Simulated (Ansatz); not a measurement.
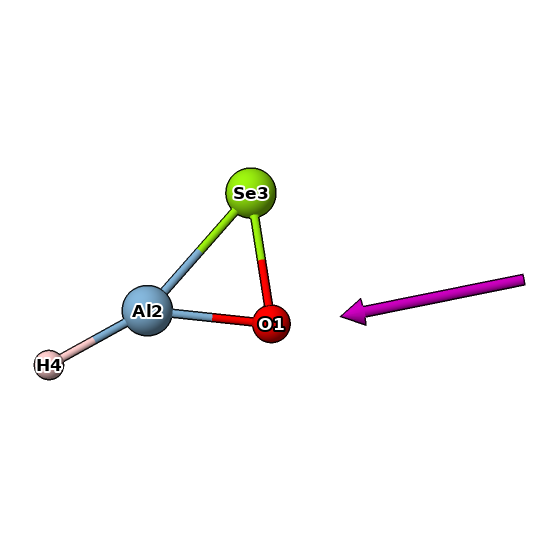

The arrow beside the molecule shows the direction of the dipole moment, from the negative to the positive end (its length means nothing). The geometry was computed by an optimisation with PBE0-D4/def2-TZVP. No frequency run is at hand to confirm it as a minimum. Properties computed with RKS PBE0-D4/def2-TZVP (Ansatz 0.2.0).

Q: How large is the dipole moment?

A: 3.31 D; it points from the side of O1, Se3 to the side of H4 (the outermost atoms at the two ends).
